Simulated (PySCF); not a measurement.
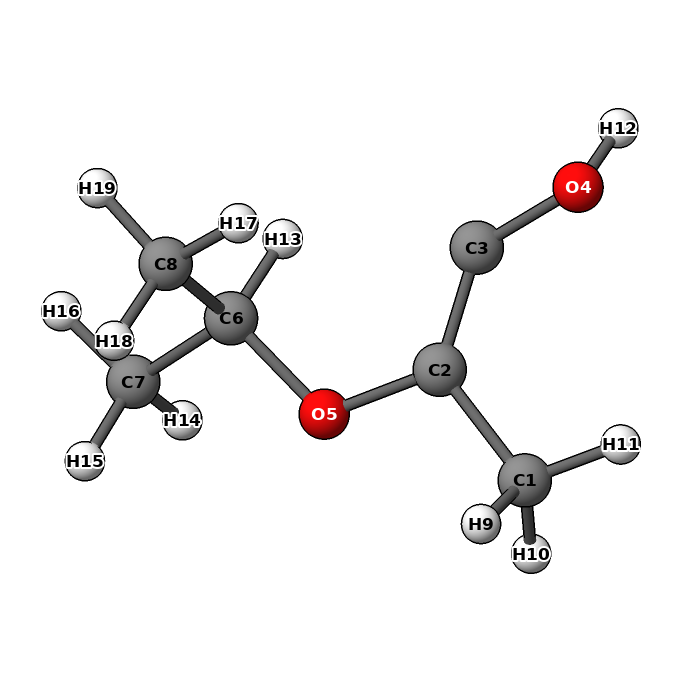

The questions are on Mulliken spin populations. The species is neutral and a spin doublet. The geometry was computed by an optimisation with GFN2-xTB. No frequency run is at hand to confirm it as a minimum. Level of theory: UKS B3LYP, pcH-1 on C H O, non-relativistic (PySCF 2.14.0).

Which atom carries the largest spin population?

Answer. C3 (0.81 e).

Which atom has the lowest spin population?

Answer. C2 (−0.03 e); a negative value comes from spin polarisation.

List the Mulliken spin populations.

| atom | value (e) |
| --- | --- |
| C1 | 0.05 |
| C2 | −0.03 |
| C3 | 0.81 |
| O4 | 0.13 |
| O5 | 0.02 |
| C6 | 0.02 |
| C7 | 0.00 |
| C8 | 0.00 |
| H9 | 0.01 |
| H10 | 0.00 |
| H11 | 0.00 |
| H12 | 0.00 |
| H13 | 0.00 |
| H14 | 0.00 |
| H15 | 0.00 |
| H16 | 0.00 |
| H17 | 0.00 |
| H18 | 0.00 |
| H19 | 0.00 |

Mulliken values depend strongly on the basis set.
